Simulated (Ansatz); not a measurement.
**H3InS2: density, localisation and related maps**

Input

```
crystal:
  periodic: [false, false, false]
  atoms:
    - { symbol: S, position_ang: [-0.72056, -1.74292, 0.11621] }
    - { symbol: In, position_ang: [0.30672, 0.37175, -0.45475] }
    - { symbol: S, position_ang: [0.32439, 1.94646, 1.36822] }
    - { symbol: H, position_ang: [-0.5575, -2.25678, -1.09418] }
    - { symbol: H, position_ang: [0.94381, 0.64842, -2.04537] }
    - { symbol: H, position_ang: [-0.29686, 1.03307, 2.10986] }
basis:
  gaussian: { orbitals: def2-SVP }
hamiltonian:
  xc: pbe
  dispersion: d4
relax:
  f_tol: 0.02
  max_steps: 50
output:
  orbitals: {}
```

Command:

```sh
ansatz run input.yaml --threads 1 --pin off --max-ram 2048MiB --backend cpu --events-out ev --progress --plain --runs-dir out
```

The fields are those of the run's last geometry, not of the input's.

Core potentials replace the inner electrons of In.

These are results of RKS PBE-D4/def2-SVP (Ansatz), not measurements.

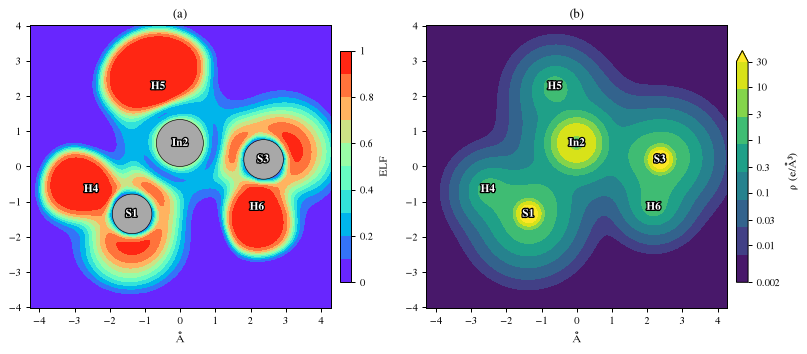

Figure 1. (a) electron localisation function; (b) electron density on the molecular plane. Grey discs cover the atomic cores in the ELF map.

What does the map show?

Answer. The plane passes through S, In and H nuclei.
In–S (2.42 Å): the density is about 0.49 e/Å³ at the midpoint; the ELF peaks at about 0.85 in the valence shell of S, 0.9 Å from its nucleus, and drops to about 0.15 between the two atoms.
S–H (1.36 Å): the density is about 1.4 e/Å³ at the midpoint; the ELF climbs to about 1 towards the hydrogen, as it does in any bond to H.
In–H (1.73 Å): ρ at the midpoint is about 1.2 e/Å³; the ELF climbs to about 1 towards the hydrogen.
The ELF also peaks beside S1 and S3, away from the bonds: lone-pair regions.

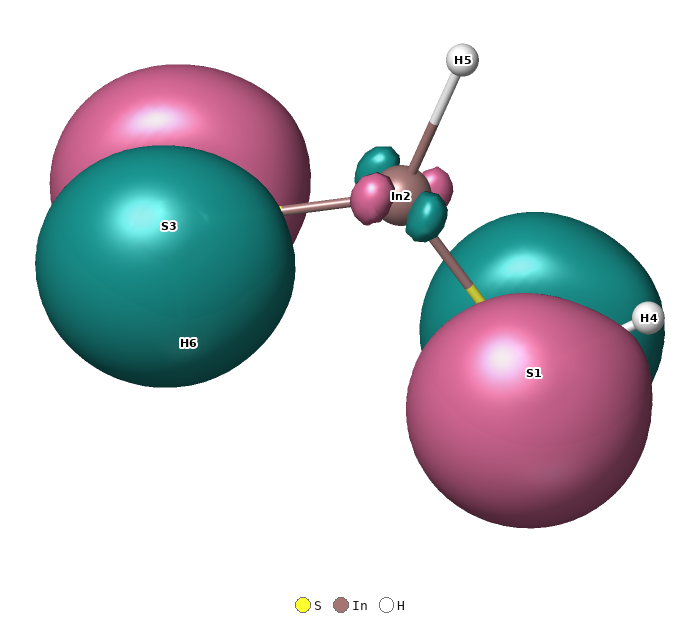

Figure 2. The HOMO at ±0.08 Å⁻³ᐟ² (teal and pink are the two phases), seen at an oblique angle.

What is the character of this orbital?

Answer. Its weight (Hirshfeld) is mainly on S3 (about 50 %) and S1 (about 40 %); it changes sign across the molecular plane (π type). Its energy is −5.98 eV.
